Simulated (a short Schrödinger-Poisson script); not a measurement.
Structure: MOS inversion layer, SiO2 on p-type Si(100), at 300 K.

```tsv
layer	material	thickness (nm)	Na (cm⁻³)
1	SiO2	1.8	-
2	Si	1000	1.7e17
```

Constants are typed, rounded textbook-type inputs, not results; the design itself was drawn at random and stands for no fabricated device. SiO2: permittivity 3.9, conduction-band edge (eV) 3.15, gap (eV) 9, electron mass (mₑ) 0.5. Si: permittivity 11.7, conduction-band edge (eV) 0, gap (eV) 1.124, Nv at 300 K (cm⁻³) 3.1e19.

Channel valleys (confinement mass, in-plane density-of-states mass, number): Δ2 0.916, 0.19, 2; Δ4 0.19, 0.417, 4. At the gate the conduction-band edge of layer 1 lies 3.25 eV − eVg above the Fermi level of the channel; the field vanishes at the back. Gaps are held at their typed values at every temperature. Mesh 0.03 nm at interfaces.

Solved with a short Schrödinger-Poisson script written for these runs: 1D Poisson equation in equilibrium, electrons quantum, Hartree (BenDaniel-Duke, 12 states a valley, the channel's in-plane mass for all, wave functions ending at the dielectric), parabolic valleys, classical holes, full ionisation, no traps, pinning or gate leakage.

Only gate voltages with over 1e8 electrons/cm² are shown.

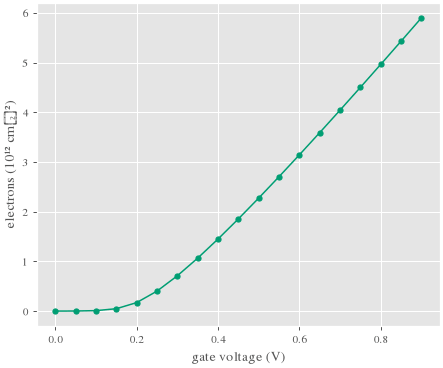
Fig. 1. Sheet density against gate voltage

| Vg (V) | electrons (cm⁻²) | C (μF/cm²) | Δ2 E0 (meV) | Δ2 E1 (meV) | Δ4 E0 (meV) | Δ4 E1 (meV) |
|---|---|---|---|---|---|---|
| 0 | 3.09e8 | 0.129 | 266.6 | 309.9 | 306.5 | 378.0 |
| 0.1 | 9.68e9 | 0.169 | 176.4 | 221.5 | 218.0 | 292.6 |
| 0.2 | 1.71e11 | 0.644 | 100.5 | 148.3 | 144.7 | 222.4 |
| 0.3 | 7.11e11 | 1.10 | 60.8 | 113.2 | 109.6 | 190.4 |
| 0.4 | 1.45e12 | 1.28 | 39.1 | 96.6 | 93.0 | 176.5 |
| 0.5 | 2.27e12 | 1.37 | 24.2 | 86.6 | 83.1 | 169.0 |
| 0.6 | 3.14e12 | 1.42 | 12.6 | 79.8 | 76.3 | 164.2 |
| 0.7 | 4.04e12 | 1.46 | 3.0 | 74.6 | 71.2 | 160.8 |
| 0.8 | 4.96e12 | 1.49 | -5.5 | 70.4 | 67.1 | 158.3 |
| 0.9 | 5.90e12 | 1.51 | -13.1 | 66.8 | 63.6 | 156.3 |

Subbands count from the Fermi level.
